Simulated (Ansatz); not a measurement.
# Σ5 (210) boundary in fcc Pt, starting shift (0.5, 0.5): structure and resistance

Wanted: what the Σ5 (210) boundary in fcc Pt, starting shift (0.5, 0.5) costs an interconnect.

Calculated with Ansatz 0.2.0; Ansatz plane-wave DFT, PBE, PAW files; relaxation of a bicrystal slab with its lowest layers held; PAW set soft_1, in the first sound run; inputs show where later runs differ.

## Step 1: The structure

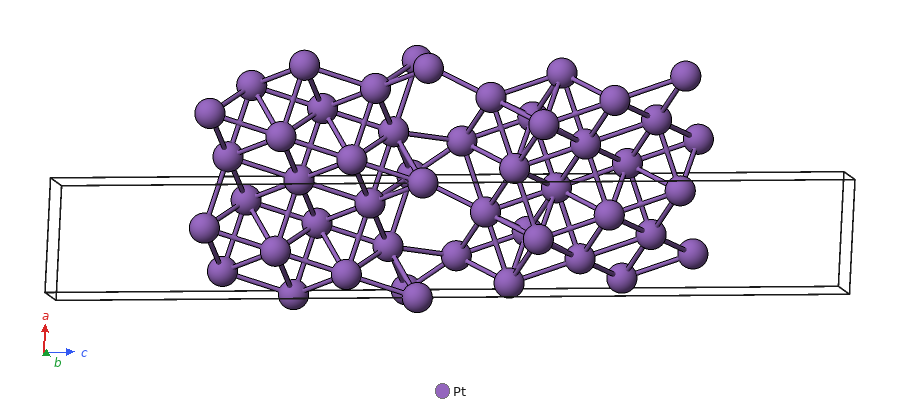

The starting structure, seen from the side, with the c axis across the page (platinum purple). 2×1×1 cells are drawn. Some periodic images of atoms are drawn too.

The cell holds 21 atoms: 21 Pt. Its edges and angles: a = 4.803 Å, b = 3.922 Å, c = 29.416 Å, α = 90.0°, β = 90.0°, γ = 65.9°. It derives from Pt. built on the (2 1 0) plane; 2 overlapping atoms removed and the grains opened by 0 Å. Vacuum lies along c.

## Step 2: Relaxing the bicrystal

The boundary is built by mirroring the lower grain in the boundary plane and removing any atoms that overlap. A thin bicrystal slab is relaxed first, with the lowest layers held and the upper grain free to shift and open.

input.yaml reads:

```yaml
crystal:
  lattice:
    - [4.8032044366, 0.0, 0.0]
    - [1.6010681455, 3.58009721, 0.0]
    - [0.0, 0.0, 29.4157639274]
  atoms:
    - { symbol: Pt, position: [0.6, 0.7, 0.1699768876] }
    - { symbol: Pt, position: [0.2, 0.4, 0.1997888327] }
    - { symbol: Pt, position: [0.8, 0.1, 0.2296007779] }
    - { symbol: Pt, position: [0.4, 0.8, 0.259412723] }
    - { symbol: Pt, position: [0.0, 0.5, 0.2892246681] }
    - { symbol: Pt, position: [0.6, 0.2, 0.3190366132] }
    - { symbol: Pt, position: [0.2, 0.9, 0.3488485583] }
    - { symbol: Pt, position: [0.8, 0.6, 0.3786605034] }
    - { symbol: Pt, position: [0.4, 0.3, 0.4084724485] }
    - { symbol: Pt, position: [0.0, 0.0, 0.4382843936] }
    - { symbol: Pt, position: [0.3, 0.1, 0.4979082838] }
    - { symbol: Pt, position: [0.7, 0.4, 0.5277202289] }
    - { symbol: Pt, position: [0.1, 0.7, 0.557532174] }
    - { symbol: Pt, position: [0.5, 0.0, 0.5873441191] }
    - { symbol: Pt, position: [0.9, 0.3, 0.6171560642] }
    - { symbol: Pt, position: [0.3, 0.6, 0.6469680093] }
    - { symbol: Pt, position: [0.7, 0.9, 0.6767799544] }
    - { symbol: Pt, position: [0.1, 0.2, 0.7065918995] }
    - { symbol: Pt, position: [0.5, 0.5, 0.7364038446] }
    - { symbol: Pt, position: [0.9, 0.8, 0.7662157897] }
    - { symbol: Pt, position: [0.3, 0.1, 0.7960277348] }
kpoints:
  mp_grid: { grid: [7, 7, 1] }
hamiltonian:
  xc: pbe
  pseudopotentials: { kind: paw, azcp: { folder: soft_1 } }
scf:
  occupations: { method: fermi_dirac, width: 0.1 }
relax:
  f_tol: 0.03
  max_steps: 80
  constraints: [{ sites: [0, 1, 2, 3] }]
```

Launch:

```bash
ansatz run input.yaml --threads 4 --pin off --max-ram 15360MiB --backend cpu --events-out ev --progress --plain --runs-dir out
```

Numbers of over 12 decimals in the logs are rounded to 6 here.

What it wrote:

```text
Engine: ansatz 0.2.0, aarch64-unknown-linux-gnu
Pseudopotentials: kind: paw
Pseudopotential: Pt, paw, valence charge 18, recommended cutoff 420 eV (normal), soft_1/Pt.paw.azcp
Functional definition: PBE
  parameter kappa = 0.804
  parameter beta = 0.066725
  exchange = pbe_x(kappa = kappa, mu = beta*pi^2/3)
  correlation = pbe_c(beta = beta)
Crystal: 21 atoms, lattice volume = 505.832 Å³
Basis set: ecut = 420 eV, 9823 PW (Γ), exchange–correlation on 72×54×400 points (8 copies of the dense FFT grid, shifted against one another)
Bands: 227, of which v1, the nominal top of the filled ones, is band 189 counted from 1 (188 counted from 0)
Symmetry: 1 space group operations
Space group: P1 (ITA 1), of the structure as read, at distance tolerance 8.0e-5 Å
k-points: 25 of 49 (time reversal used)
Non-local potential: Pt, projectors of the file, l = 0: 3, l = 1: 2, l = 2: 2, l = 3: 1
PAW form: soft (Blöchl's): semilocal exchange-correlation on the pseudo side does not see the compensation charge
PAW one-centre angular grid: Pt, 590 points (default); XC on 64 Gauss nodes
Initial density: superposition of atomic densities (neutral atoms: chi_scale 0, normalization atom)
Initial wavefunctions: pseudopotential atomic-orbital guess
Functional: x = pbe(κ = 0.804, μ = 0.219515), c = pbe(β = 0.066725)
SCF iter   1: F=—  HF=-263020.345413 eV  |F-HF|=—  |Δ(HF+E_count)|=         —  Δρ=7.11e-2  dr2=4.00e1  ethr=3.10e-3  ⟨swp⟩=6.0  Hψ=20211  notcnv=0  defer=182
preconditioner: auto → LDOS  [metal: Δε(μ)=0.003 eV  Ē_g=7.487 eV  σ=0.100 eV  W_gap=0.01  n_scr=134 (ndim 8)  ℏωp=23.9 eV  f_vac=0.306  D(μ)=32.87/eV (n_scr^D=338)  β→1.0]
SCF iter   2: F=—  HF=-263019.292077 eV  |F-HF|=—  |Δ(HF+E_count)|=    1.05e0  Δρ=6.01e-2  dr2=1.92e1  ethr=3.10e-3  ⟨swp⟩=3.0  Hψ=14093  notcnv=0  defer=419
SCF iter   3: F=—  HF=-263013.358707 eV  |F-HF|=—  |Δ(HF+E_count)|=    5.93e0  Δρ=1.10e-2  dr2=1.48e0  ethr=3.10e-3  ⟨swp⟩=2.0  Hψ=10840  notcnv=0  defer=446
SCF iter   4: F=—  HF=-263013.178602 eV  |F-HF|=—  |Δ(HF+E_count)|=   1.80e-1  Δρ=2.34e-3  dr2=1.68e-1  ethr=3.92e-4  ⟨swp⟩=2.3  Hψ=9697  notcnv=0  defer=432
SCF iter   5: F=—  HF=-263013.165369 eV  |F-HF|=—  |Δ(HF+E_count)|=   1.32e-2  Δρ=1.17e-3  dr2=1.57e-2  ethr=4.46e-5  ⟨swp⟩=2.0  Hψ=7473  notcnv=0  defer=432
SCF iter   6: F=—  HF=-263013.163873 eV  |F-HF|=—  |Δ(HF+E_count)|=   1.50e-3  Δρ=3.75e-4  dr2=1.76e-3  ethr=4.15e-6  ⟨swp⟩=2.1  Hψ=7765  notcnv=0  defer=432
SCF iter   7: F=—  HF=-263013.163739 eV  |F-HF|=—  |Δ(HF+E_count)|=   1.33e-4  Δρ=1.86e-4  dr2=5.14e-4  ethr=4.66e-7  ⟨swp⟩=2.0  Hψ=7805  notcnv=0  defer=432
SCF iter   8: F=—  HF=-263013.163720 eV  |F-HF|=—  |Δ(HF+E_count)|=   1.89e-5  Δρ=7.02e-5  dr2=8.52e-5  ethr=1.36e-7  ⟨swp⟩=2.2  Hψ=7851  notcnv=0  defer=432
SCF iter   9: F=-263013.163706 eV  HF=-263013.163714 eV  |F-HF|=8.70e-6  |Δ(HF+E_count)|=   5.88e-6  Δρ=2.65e-5  dr2=9.79e-6  ethr=5.95e-9  ⟨swp⟩=4.6  Hψ=17939  notcnv=0
SCF 1 converged in 9 iterations: F = -263013.163706 eV  dr2 = 9.79e-6
  greatest PAW one-centre occupation: 1.000 electrons in one spin orbital (limit 2), on the Pt atom at site 13 (counted from 0), in its partial waves of l = 0
relax step   1: F+E_penalty+E_count = -263013.16370558 eV  Δ(F+E_penalty+E_count) = +0.000e0 eV  max|allowed force component| = 1.732e0 eV/Å  Δτ_max = 0.0000 Å  (9 SCF iters, dr2 threshold 2.25e-5 eV, accepted)
Initial density: handed on by an earlier stage of this run
Initial wavefunctions: those handed on with the density
iter 1 solved again at ethr=7.07e-4 eV; its pass at ethr=3.10e-3 eV (dr2=2.67e0 eV) is discarded
SCF iter   1: F=—  HF=-263014.031450 eV  |F-HF|=—  |Δ(HF+E_count)|=         —  Δρ=1.47e-2  dr2=2.52e0  ethr=7.07e-4  ⟨swp⟩=1.1  Hψ=18844  notcnv=0  defer=434
preconditioner: auto → LDOS  [metal: Δε(μ)=0.003 eV  Ē_g=7.545 eV  σ=0.100 eV  W_gap=0.01  n_scr=134 (ndim 8)  ℏωp=23.9 eV  f_vac=0.305  D(μ)=35.42/eV (n_scr^D=382)  β→1.0]
SCF iter   2: F=—  HF=-263013.968492 eV  |F-HF|=—  |Δ(HF+E_count)|=   6.30e-2  Δρ=5.55e-3  dr2=2.39e-1  ethr=6.67e-4  ⟨swp⟩=2.0  Hψ=8198  notcnv=0  defer=434
SCF iter   3: F=—  HF=-263013.922570 eV  |F-HF|=—  |Δ(HF+E_count)|=   4.59e-2  Δρ=2.80e-3  dr2=1.64e-1  ethr=6.33e-5  ⟨swp⟩=3.0  Hψ=11470  notcnv=0  defer=434
SCF iter   4: F=—  HF=-263013.904896 eV  |F-HF|=—  |Δ(HF+E_count)|=   1.77e-2  Δρ=1.60e-3  dr2=4.23e-2  ethr=4.34e-5  ⟨swp⟩=1.4  Hψ=6230  notcnv=0  defer=434
SCF iter   5: F=—  HF=-263013.900959 eV  |F-HF|=—  |Δ(HF+E_count)|=   3.94e-3  Δρ=5.20e-4  dr2=4.18e-3  ethr=1.12e-5  ⟨swp⟩=2.0  Hψ=7996  notcnv=0  defer=436
SCF iter   6: F=—  HF=-263013.900753 eV  |F-HF|=—  |Δ(HF+E_count)|=   2.06e-4  Δρ=1.82e-4  dr2=4.01e-4  ethr=1.11e-6  ⟨swp⟩=1.9  Hψ=6909  notcnv=0  defer=436
SCF iter   7: F=-263013.900625 eV  HF=-263013.900705 eV  |F-HF|=7.95e-5  |Δ(HF+E_count)|=   4.77e-5  Δρ=7.66e-5  dr2=8.63e-5  ethr=2.65e-8  ⟨swp⟩=3.1  Hψ=21142  notcnv=0
SCF 2 converged in 7 iterations: F = -263013.900625 eV  dr2 = 8.63e-5
  greatest PAW one-centre occupation: 1.000 electrons in one spin orbital (limit 2), on the Pt atom at site 10 (counted from 0), in its partial waves of l = 0
relax step   2: F+E_penalty+E_count = -263013.90062543 eV  Δ(F+E_penalty+E_count) = -7.369e-1 eV  max|allowed force component| = 5.968e-1 eV/Å  Δτ_max = 0.1920 Å  (7 SCF iters, dr2 threshold 1.00e-4 eV, accepted)
iter 1 solved again at ethr=4.26e-4 eV; its pass at ethr=3.10e-3 eV (dr2=1.61e0 eV) is discarded
SCF iter   1: F=—  HF=-263014.251434 eV  |F-HF|=—  |Δ(HF+E_count)|=         —  Δρ=1.56e-2  dr2=1.60e0  ethr=4.26e-4  ⟨swp⟩=1.1  Hψ=21446  notcnv=0  defer=426
preconditioner: auto → LDOS  [metal: Δε(μ)=0.001 eV  Ē_g=7.531 eV  σ=0.100 eV  W_gap=0.00  n_scr=134 (ndim 8)  ℏωp=23.9 eV  f_vac=0.304  D(μ)=35.29/eV (n_scr^D=382)  β→1.0]
SCF iter   2: F=—  HF=-263014.162348 eV  |F-HF|=—  |Δ(HF+E_count)|=   8.91e-2  Δρ=4.97e-3  dr2=1.94e-1  ethr=4.23e-4  ⟨swp⟩=2.0  Hψ=8733  notcnv=0  defer=426
SCF iter   3: F=—  HF=-263014.112691 eV  |F-HF|=—  |Δ(HF+E_count)|=   4.97e-2  Δρ=1.91e-3  dr2=3.31e-2  ethr=5.12e-5  ⟨swp⟩=2.9  Hψ=11061  notcnv=0  defer=426
SCF iter   4: F=—  HF=-263014.104273 eV  |F-HF|=—  |Δ(HF+E_count)|=   8.42e-3  Δρ=5.39e-4  dr2=2.76e-3  ethr=8.77e-6  ⟨swp⟩=2.9  Hψ=9013  notcnv=0  defer=426
SCF iter   5: F=—  HF=-263014.102924 eV  |F-HF|=—  |Δ(HF+E_count)|=   1.35e-3  Δρ=1.60e-4  dr2=3.58e-4  ethr=7.31e-7  ⟨swp⟩=2.1  Hψ=9625  notcnv=0  defer=438
SCF iter   6: F=—  HF=-263014.102901 eV  |F-HF|=—  |Δ(HF+E_count)|=   2.22e-5  Δρ=9.47e-5  dr2=1.17e-4  ethr=9.46e-8  ⟨swp⟩=1.9  Hψ=7708  notcnv=0  defer=438
SCF iter   7: F=—  HF=-263014.102893 eV  |F-HF|=—  |Δ(HF+E_count)|=   8.05e-6  Δρ=4.24e-5  dr2=2.30e-5  ethr=3.09e-8  ⟨swp⟩=1.4  Hψ=6183  notcnv=0  defer=438
SCF iter   8: F=-263014.102891 eV  HF=-263014.102892 eV  |F-HF|=1.35e-6  |Δ(HF+E_count)|=   1.01e-6  Δρ=9.66e-6  dr2=1.56e-6  ethr=5.89e-9  ⟨swp⟩=4.0  Hψ=15800  notcnv=0
SCF 3 converged in 8 iterations: F = -263014.102891 eV  dr2 = 1.56e-6
relax step   3: F+E_penalty+E_count = -263014.10289104 eV  Δ(F+E_penalty+E_count) = -2.023e-1 eV  max|allowed force component| = 2.421e-1 eV/Å  Δτ_max = 0.1779 Å  (8 SCF iters, dr2 threshold 2.23e-5 eV, accepted)
[...]
relax step   4: F+E_penalty+E_count = -263014.19274418 eV  Δ(F+E_penalty+E_count) = -8.985e-2 eV  max|allowed force component| = 1.615e-1 eV/Å  Δτ_max = 0.2000 Å  (8 SCF iters, dr2 threshold 6.96e-6 eV, accepted)
[...]
relax step   5: F+E_penalty+E_count = -263014.22944531 eV  Δ(F+E_penalty+E_count) = -3.670e-2 eV  max|allowed force component| = 8.604e-2 eV/Å  Δτ_max = 0.1789 Å  (8 SCF iters, dr2 threshold 4.29e-6 eV, accepted)
[...]
relax step   6: F+E_penalty+E_count = -263014.24988136 eV  Δ(F+E_penalty+E_count) = -2.044e-2 eV  max|allowed force component| = 3.256e-2 eV/Å  Δτ_max = 0.1983 Å  (8 SCF iters, dr2 threshold 2.10e-6 eV, accepted)
iter 1 solved again at ethr=5.52e-4 eV; its pass at ethr=3.10e-3 eV (dr2=2.09e0 eV) is discarded
SCF iter   1: F=—  HF=-263014.372238 eV  |F-HF|=—  |Δ(HF+E_count)|=         —  Δρ=1.35e-2  dr2=1.43e0  ethr=5.52e-4  ⟨swp⟩=1.2  Hψ=19168  notcnv=0  defer=435
eigensolver tolerance schedule: the retry pair's looser diagonalisation over-reported the residual by 0.46 of it (diagonalisation noise at 0.11 of the residual, at the tolerance the schedule requests for it); recorded, not acted on — ethr = c·dr2/N_el stays at c = 1.0e-1
preconditioner: auto → LDOS  [metal: Δε(μ)=0.007 eV  Ē_g=7.524 eV  σ=0.100 eV  W_gap=0.02  n_scr=134 (ndim 8)  ℏωp=23.9 eV  f_vac=0.305  D(μ)=36.15/eV (n_scr^D=402)  β→1.0]
SCF iter   2: F=—  HF=-263014.292805 eV  |F-HF|=—  |Δ(HF+E_count)|=   7.94e-2  Δρ=4.03e-3  dr2=1.37e-1  ethr=3.79e-4  ⟨swp⟩=2.0  Hψ=8496  notcnv=0  defer=435
SCF iter   3: F=—  HF=-263014.263013 eV  |F-HF|=—  |Δ(HF+E_count)|=   2.98e-2  Δρ=1.77e-3  dr2=1.80e-2  ethr=3.64e-5  ⟨swp⟩=2.9  Hψ=11167  notcnv=0  defer=435
SCF iter   4: F=—  HF=-263014.256620 eV  |F-HF|=—  |Δ(HF+E_count)|=   6.39e-3  Δρ=6.04e-4  dr2=2.06e-3  ethr=4.77e-6  ⟨swp⟩=2.8  Hψ=9675  notcnv=0  defer=435
SCF iter   5: F=—  HF=-263014.255856 eV  |F-HF|=—  |Δ(HF+E_count)|=   7.64e-4  Δρ=1.52e-4  dr2=2.05e-4  ethr=5.44e-7  ⟨swp⟩=2.0  Hψ=9414  notcnv=0  defer=435
SCF iter   6: F=—  HF=-263014.255855 eV  |F-HF|=—  |Δ(HF+E_count)|=   1.31e-6  Δρ=5.53e-5  dr2=3.29e-5  ethr=5.42e-8  ⟨swp⟩=2.2  Hψ=8393  notcnv=0  defer=435
SCF iter   7: F=—  HF=-263014.255019 eV  |F-HF|=—  |Δ(HF+E_count)|=   8.36e-4  Δρ=2.25e-5  dr2=7.76e-6  ethr=8.71e-9  ⟨swp⟩=2.0  Hψ=8614  notcnv=0  defer=438
SCF iter   8: F=—  HF=-263014.255018 eV  |F-HF|=—  |Δ(HF+E_count)|=   8.97e-7  Δρ=7.93e-6  dr2=5.78e-7  ethr=2.05e-9  ⟨swp⟩=2.0  Hψ=7921  notcnv=0  defer=438
SCF iter   9: F=-263014.255018 eV  HF=-263014.255018 eV  |F-HF|=5.54e-8  |Δ(HF+E_count)|=   7.68e-9  Δρ=3.03e-6  dr2=8.37e-8  ethr=2.65e-11  ⟨swp⟩=5.0  Hψ=20663  notcnv=0
SCF 7 converged in 9 iterations: F = -263014.255018 eV  dr2 = 8.37e-8
relax step   7: F+E_penalty+E_count = -263014.25501781 eV  Δ(F+E_penalty+E_count) = -5.136e-3 eV  max|allowed force component| = 1.981e-2 eV/Å  Δτ_max = 0.1564 Å  (9 SCF iters, accepted)
SCF converged after 9 iterations
Free energy (F): -263014.255018 eV
Harris-Foulkes:  -263014.255018 eV  (|F-HF|=5.54e-8)
Internal energy: -263013.094022 eV  (E = F + TS)
E sigma→0 (E₀):  -263013.674520 eV
Entropy (-TS):   -1.160996 eV (-55.286 meV/atom)
Fermi energy:    12.566629 eV
--- Per-component energies (eV) ---
  E_band       = -6667.792504
  E_kinetic    = 12514.681632
  E_local      = -439284.575413  (includes V_loc(G=0)·N_el)
  E_nonlocal   = 4280.610140
  E_hartree    = 214084.525252
  E_xc         = -4865.623725
  E_vxc        = -5680.513149  (∫ρ·V_xc dr)
  E_paw        = -199159.960627  (= ΣΔE_a)
  E_vpaw       = -6667.146387  (= ΣTr[D̂ρ^β])
  E_aug_tail   = 0.023633  (compensation charges beyond the density's cutoff)
  E_ewald      = 149417.225086
  E_smearing   = -1.160996  (= −TS)
  E_closure    = 0.000000  (closes the sum)
  Σ components = -263014.255018   (vs F -263014.255018, Δ=0.00e0)
--- Forces (eV/Å), atoms counted from 1 ---
  atom   1  Pt    -0.11296834     0.04998068     0.95165678
  atom   2  Pt     0.09354586    -0.05552760    -0.61279591
  atom   3  Pt     0.17191549    -0.05756519    -0.75147058
  atom   4  Pt    -0.16015134     0.05063253     0.41400257
  atom   5  Pt     0.00507950    -0.00229298    -0.00262674
  atom   6  Pt    -0.00355966     0.00162099     0.01141580
  atom   7  Pt     0.00333621    -0.00219304     0.00211489
  atom   8  Pt    -0.00805126     0.00329267    -0.00453629
  atom   9  Pt    -0.00086615     0.00341213     0.00224362
  atom  10  Pt     0.01268871     0.01344748    -0.00218930
  atom  11  Pt     0.00204682    -0.00441273    -0.00133600
  atom  12  Pt     0.00188965    -0.00755588     0.01151781
  atom  13  Pt    -0.00862361     0.00544435    -0.01980933
  atom  14  Pt     0.01170343    -0.00740526    -0.01588470
  atom  15  Pt    -0.00824636     0.00390268    -0.01156547
  atom  16  Pt    -0.00136751     0.00306633     0.00735204
  atom  17  Pt     0.00251960    -0.00058954    -0.00348663
  atom  18  Pt     0.00618837    -0.00280584     0.01629698
  atom  19  Pt    -0.00978344     0.00466444     0.00812080
  atom  20  Pt     0.00383928    -0.00055410     0.00553018
  atom  21  Pt    -0.00098604     0.00141813    -0.00453665
  max |Σ_I F_I| component: 1.49e-4 eV/Å
--- Relaxed structure (7 steps of the walk, 7 accepted, 0 SCFs on fresh bases) ---
  F+E_penalty+E_count = -263014.25501781 eV   max|allowed force component| = 1.981e-2 eV/Å
  atoms:
    - { symbol: Pt, position: [0.600000, 0.7, 0.1699768876] }
    - { symbol: Pt, position: [0.2, 0.4, 0.199789] }
    - { symbol: Pt, position: [0.800000, 0.1, 0.2296007779] }
    - { symbol: Pt, position: [0.4, 0.8, 0.259412723] }
    - { symbol: Pt, position: [-0.00824883, 0.504226, 0.291148] }
    - { symbol: Pt, position: [0.588839, 0.205291, 0.321969] }
    - { symbol: Pt, position: [0.185065, 0.906271, 0.351913] }
    - { symbol: Pt, position: [0.783977, 0.607256, 0.384893] }
    - { symbol: Pt, position: [0.388528, 0.310655, 0.412357] }
    - { symbol: Pt, position: [-0.0074172, -0.012736, 0.444856] }
    - { symbol: Pt, position: [0.467166, 0.062296, 0.494388] }
    - { symbol: Pt, position: [0.862585, 0.381935, 0.521118] }
    - { symbol: Pt, position: [0.252886, 0.679144, 0.551579] }
    - { symbol: Pt, position: [0.659223, -0.026539, 0.583723] }
    - { symbol: Pt, position: [1.064679, 0.272058, 0.614257] }
    - { symbol: Pt, position: [0.465826, 0.571631, 0.644974] }
    - { symbol: Pt, position: [0.860605, 0.873944, 0.675954] }
    - { symbol: Pt, position: [0.264573, 0.173364, 0.704715] }
    - { symbol: Pt, position: [0.684844, 0.463212, 0.739787] }
    - { symbol: Pt, position: [1.074606, 0.768901, 0.769682] }
    - { symbol: Pt, position: [0.465129, 0.073539, 0.791941] }
```

Run time: 19 min. Hardware: 4 threads of Arm Neoverse N1, shared host; peak memory 3.4 GiB; 76 min of CPU time.

Step by step:

```tsv
step	energy less that of the first step (eV)	largest force component (eV/Å)
1	0.0000	1.7322
2	-0.7369	0.5968
3	-0.9392	0.2421
4	-1.0290	0.1615
5	-1.0657	0.0860
6	-1.0862	0.0326
7	-1.0913	0.0198
```

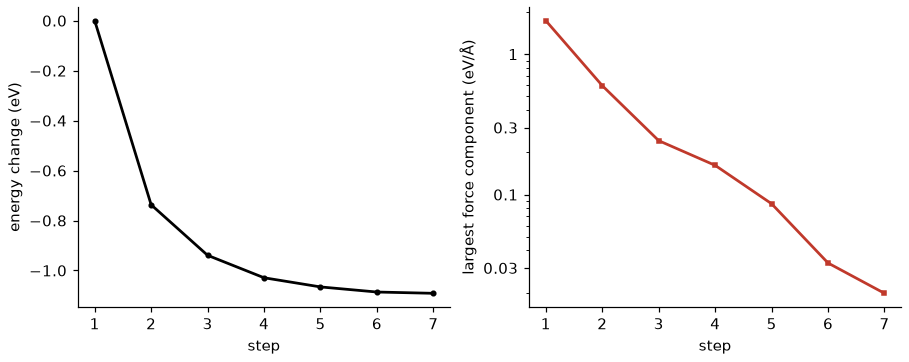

Energy and largest force along the relaxation.

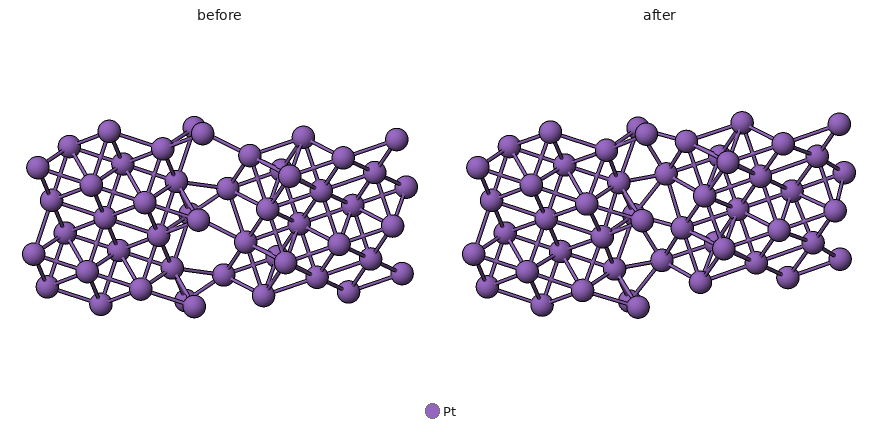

Before and after, at one scale.

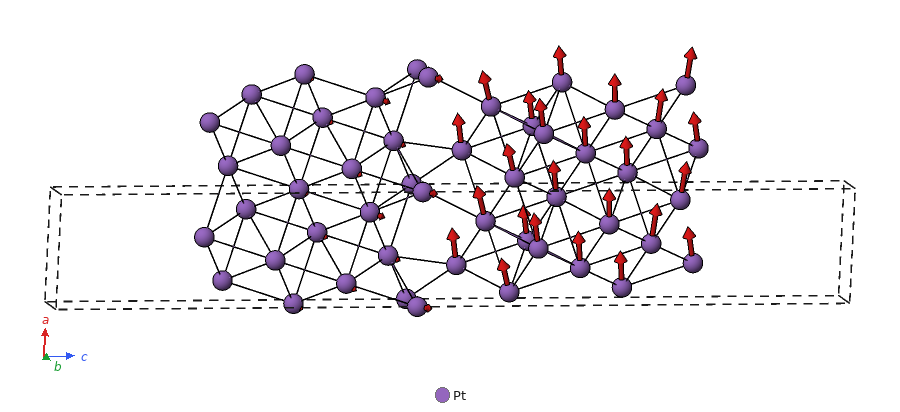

Displacements in the relaxation, exaggerated; the longest in the cell stands for 0.85 Å. 2×1×1 cells are drawn. Some periodic images of atoms are drawn too.

The atoms that moved most (Å):

```tsv
atom	dx	dy	dz	length
Pt19	0.829	-0.132	0.100	0.845
Pt20	0.789	-0.111	0.102	0.803
Pt12	0.752	-0.065	-0.194	0.779
Pt21	0.751	-0.095	-0.120	0.766
Pt11	0.743	-0.135	-0.104	0.762
Pt16	0.751	-0.102	-0.059	0.760
Pt15	0.746	-0.100	-0.085	0.758
Pt18	0.748	-0.095	-0.055	0.756
```

Numbers from this step:

```
free energy             : -263014.2550 eV
energy at zero smearing : -263013.6745 eV
Fermi energy            : 12.57 eV
```

The largest force component on a free atom ends at 0.020 eV/Å, under the tolerance of 0.03, after 7 steps.

(Part 1 of 3 ends here.)

[Logs are printed without paths, hosts, clocks, repeated set-up lines and the standing remarks that a program may print on its own settings, such as how far it seeks lower states.]

[Hosts, paths, dates, database ids (printed as entryN), source tags and the programs' standing remarks are cut or masked in the printed files.]
